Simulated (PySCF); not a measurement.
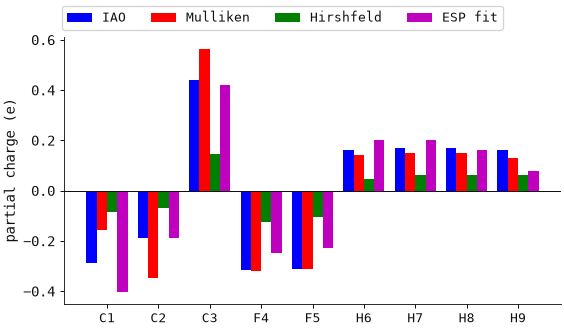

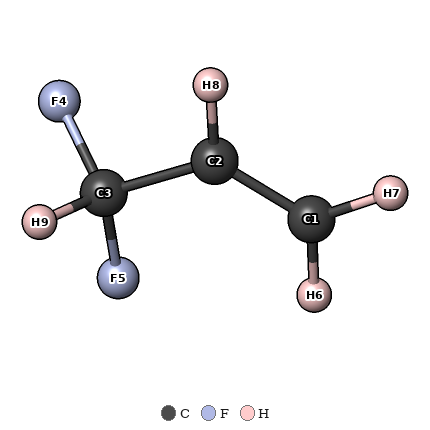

Atomic charges of C₃H₄F₂, SMILES C=CC(F)F by 4 schemes, PBE0/pcSseg-1 (IEF-PCM acetone), PySCF, at a PBE0-D3(BJ)/def2-SVP geometry (no frequency check).

On which atom do the schemes disagree most?

On C3: IAO 0.44, Mulliken 0.56, Hirshfeld 0.15, ESP fit 0.42 e.

Which scheme gives the smallest charges overall?

Hirshfeld: mean absolute charge Hirshfeld 0.08, ESP fit 0.24, IAO 0.25, Mulliken 0.25 e.

Caveats: one conformer of a flexible molecule.
